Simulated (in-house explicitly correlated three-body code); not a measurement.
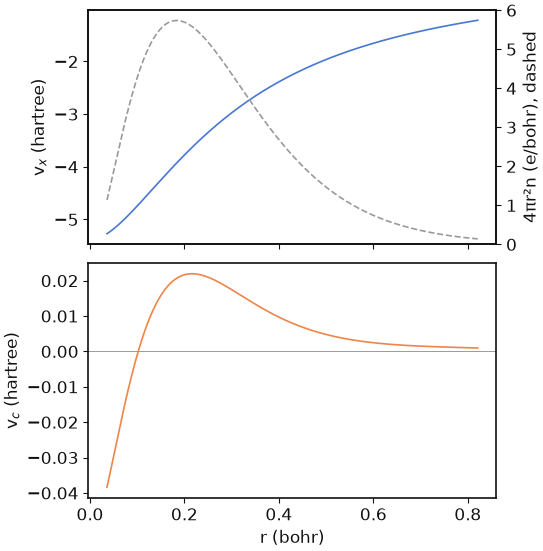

Two electrons around a point charge Z = 5.7. Computed variationally in 260 exponentially correlated functions with an in-house code, non-relativistic, converged to about 10⁻⁷ hartree. The plot shows the exact exchange and correlation potentials of the ground state, from inverting its density, with the radial density dashed.

Q: What shape do the two potentials have?

A: The exchange potential, minus half the Hartree potential for two paired electrons, rises from −5.27 hartree at 0.036 bohr to −1.22 at 0.82 bohr, tending to −1/r far out. The correlation potential is −0.038 hartree at the inner end, crosses zero near 0.10 bohr and has a positive maximum of 0.022 hartree near 0.22 bohr; the density peaks at 0.18 bohr. The LDA correlation potential, by contrast, is negative everywhere. The Kohn-Sham level equals minus the binding of the second electron, −349.4 eV.
